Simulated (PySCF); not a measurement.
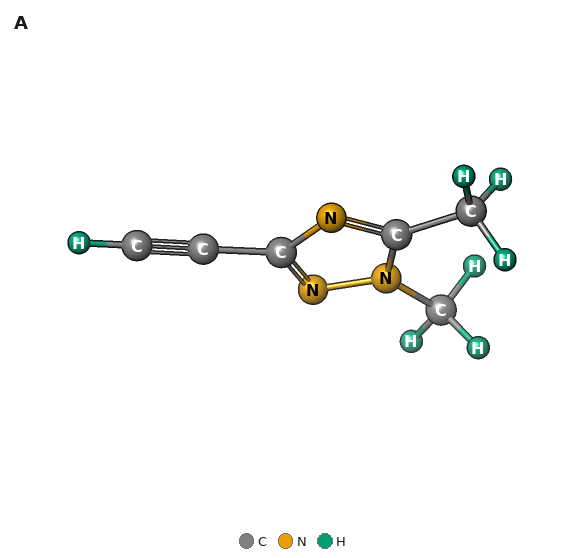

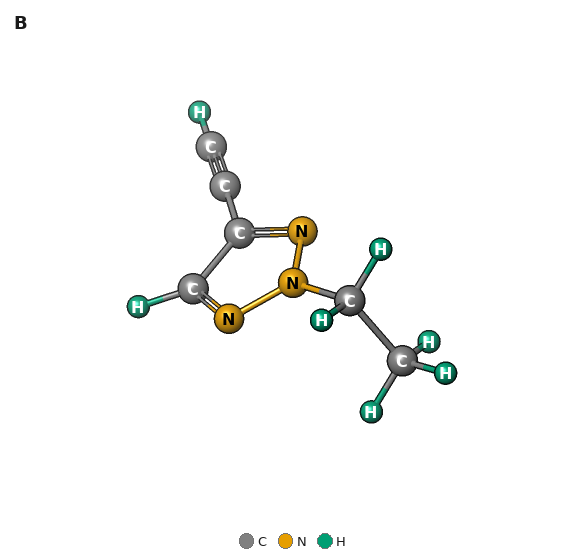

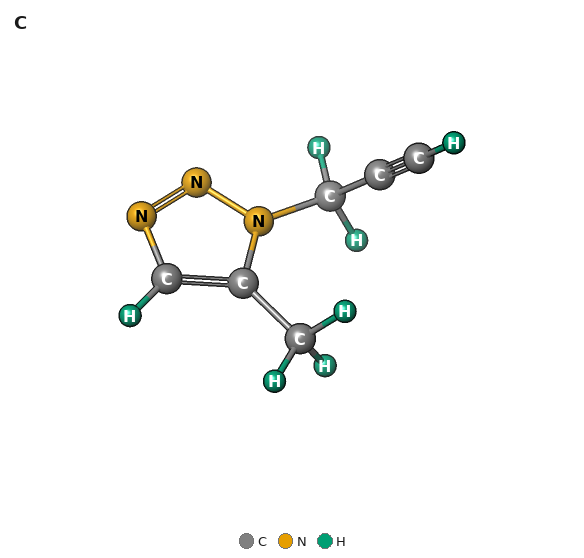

3 stationary structures of one formula. Geometries: GFN2-xTB. Electronic energies: PBE0/pcSseg-1 (PySCF 2.14.0), without zero-point energy. No frequency run is at hand to confirm each as a minimum. Each is one conformer, not always the lowest.

Question: How are they related?

Answer: They are constitutional isomers of C6H7N3: A `C#Cc1nc(C)n(C)n1`, B `C#Cc1cnn(CC)n1`, C `C#CCn1nncc1C`.

Question: Which is lowest in energy, and by how much?

Answer: A is lowest; B lies 14.1 kcal/mol above it, C lies 23.7 kcal/mol above it.
